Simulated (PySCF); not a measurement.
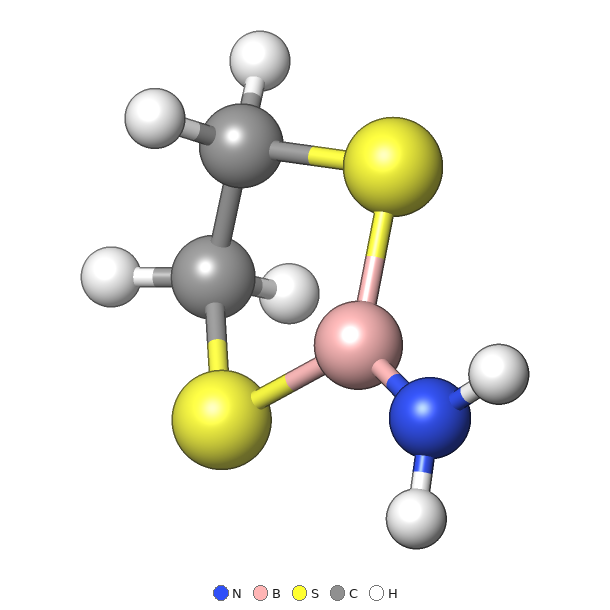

A ball-and-stick model of a molecule.

Computed geometry: PBE0-D3(BJ)/def2-SVP optimisation. No frequency run is at hand to confirm it as a minimum.

What is the molecular formula?

C₂H₆BNS₂, 12 atoms: 2 carbon, 6 hydrogen, 1 boron, 1 nitrogen and 2 sulfur.

How many sets of symmetry-equivalent atoms are there?

7: 1 N, 1 B, 2 S, 2 C, 2 H, 2 H, 2 H.

More results for the same structure follow; atom numbers are the same in all pictures, views and colours differ.

## Geometry

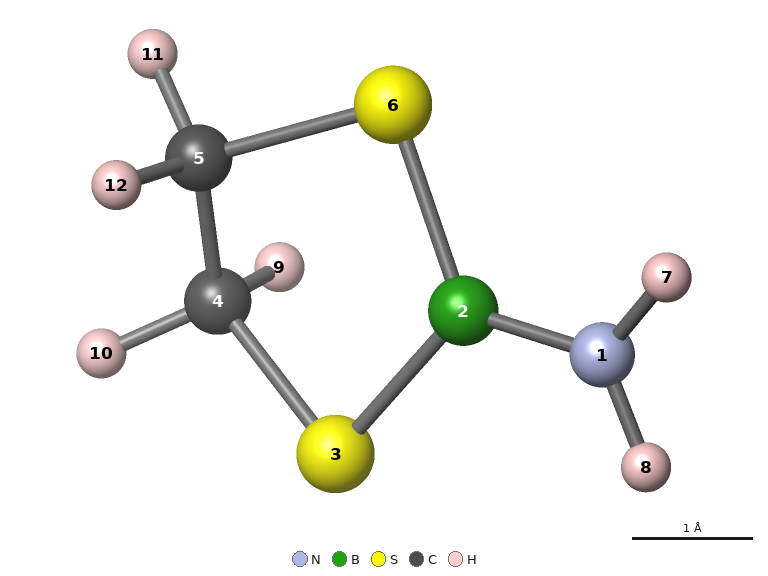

No frequency run is at hand to confirm it as a minimum.

How are the neighbours of atom 4 arranged?

C4 has 4 neighbours (S3 at 1.83, C5 at 1.51, H9 at 1.10, H10 at 1.10 Å); the arrangement is tetrahedral.

What is the geometry at S3?

S3 has 2 neighbours (B2 at 1.83, C4 at 1.83 Å); the arrangement is bent.

Describe the coordination of atom 2.

B2 has 3 neighbours (N1 at 1.40, S3 at 1.83, S6 at 1.82 Å); the arrangement is trigonal planar.

Describe the coordination of atom 1.

N1 has 3 neighbours (B2 at 1.40, H7 at 1.01, H8 at 1.01 Å); the arrangement is trigonal planar.

What is the dihedral angle N1–B2–S6–C5?

169° in size, that is anti.

## Levels of theory compared

No frequency run is at hand to confirm it as a minimum. Program: PySCF 2.14.0.

Tabulate HOMO energy (eV), HOMO–LUMO gap (eV) at these levels: B97-2/pcSseg-1; BHandHLYP/pcSseg-1; CAM-B3LYP/pcSseg-1; LC-wPBE/pcSseg-1; PBE0/6-31G; PBE0/STO-3G; PBE0/pcSseg-1; WP04/pcSseg-1; mPW1PW91/pcSseg-1; ωB97X-D/pcSseg-1.

```
             level  HOMO energy (eV)  HOMO–LUMO gap (eV)
    B97-2/pcSseg-1             −6.42                6.67
BHandHLYP/pcSseg-1             −7.69                8.95
CAM-B3LYP/pcSseg-1             −7.92                9.29
  LC-wPBE/pcSseg-1             −9.34               11.92
        PBE0/6-31G             −6.57                7.32
       PBE0/STO-3G             −3.10                8.10
     PBE0/pcSseg-1             −6.65                6.93
     WP04/pcSseg-1             −7.71                6.10
 mPW1PW91/pcSseg-1             −6.68                6.95
  ωB97X-D/pcSseg-1             −8.52               10.57
```

## Charges

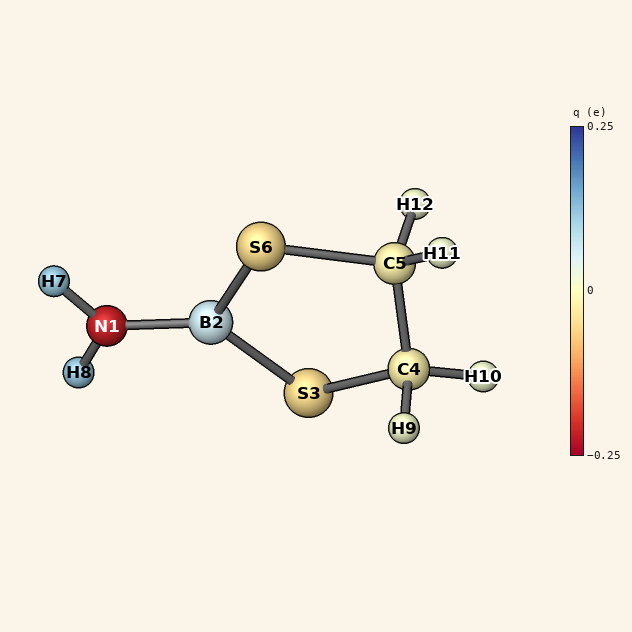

Atoms are coloured by their Hirshfeld charges. No frequency run is at hand to confirm it as a minimum. Method: PBE0/STO-3G, gas phase (PySCF 2.14.0).

Which atom carries the highest charge (most positive or least negative)?

H7, H8 (0.11 e).

And the lowest?

N1 (−0.21 e).

Give the Hirshfeld charges atom by atom.

```csv
atom,value (e)
N1,−0.21
B2,0.06
S3,−0.05
C4,−0.02
C5,−0.02
S6,−0.05
H7,0.11
H8,0.11
H9,0.01
H10,0.02
H11,0.02
H12,0.01
```

## Ring current

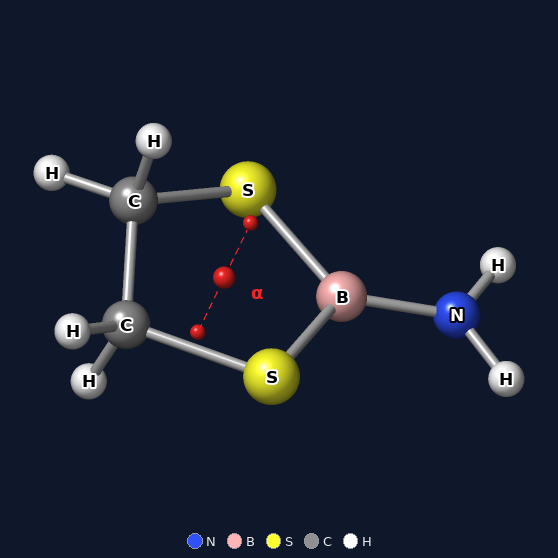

The small points mark where nucleus-independent chemical shifts (NICS) were computed: at the centre of each lettered ring and 1 Å above and below it. No frequency run is at hand to confirm it as a minimum. Method: GIAO BHandHLYP/pcSseg-1 NMR shielding, non-relativistic, gas phase (PySCF 2.14.0).

Give NICS(0), NICS(1) and the out-of-plane component NICS(1)zz for each ring (means of the two sides).

```json
{"ring": "α", "members": "C2BS2", "NICS(0)": "−7.5", "NICS(1)": "−4.6", "NICS(1)zz": "−2.1"}
```

Values in ppm.

What do the values say about the ring currents?

Ring α: weak, as in a non-aromatic ring. NICS is one index among several.

## NMR shielding

The questions are on isotropic NMR shieldings of the H atoms. No frequency run is at hand to confirm it as a minimum. Properties computed with GIAO B97-2/pcSseg-1 NMR shielding, non-relativistic, gas phase (PySCF 2.14.0).

List the isotropic NMR shieldings of the H atoms.

```
atom  σ (ppm)
  H7    28.10
  H8    28.09
  H9    28.54
 H10    28.55
 H11    28.55
 H12    28.54
```
